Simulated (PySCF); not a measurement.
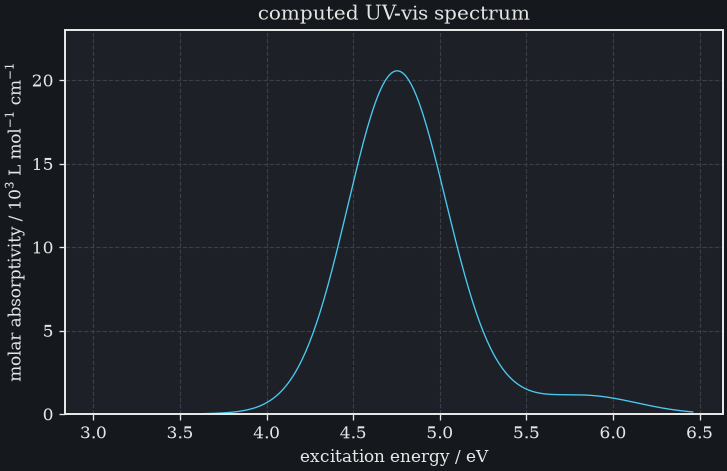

Vertical TDDFT excitations, CAM-B3LYP/def2-SVPD with PySCF 2.14.0, at a GFN2-xTB geometry (no frequency check), gas phase. The lowest 8 singlet states are shown; each is broadened by a Gaussian of 1/e half-width 0.40 eV. States within 0.01 eV of each other are merged, with their strengths summed. The highest state may be half of a pair whose partner wasn't computed.

> Whose absorption spectrum is this?
A. C₆H₉FO, SMILES C#C[C@](F)(CC)CO
B. C₅H₉BSSi, SMILES B/C=C1\C=C[Si@H]1SC
C. C₄H₁₀FGaSi, SMILES C=C[CH2][Ga]([F])[CH2][SiH3], singlet

B. Its lowest singlet lies at 4.21 eV (f = 0.002) and the brightest of those computed is S2 at 4.75 eV (261 nm), f = 0.504, mainly HOMO−1 → LUMO (96 %).

Caveats: the tight-binding geometry is rougher than a DFT one and adds to the error; one conformer of a flexible molecule; core orbitals are frozen in the response.
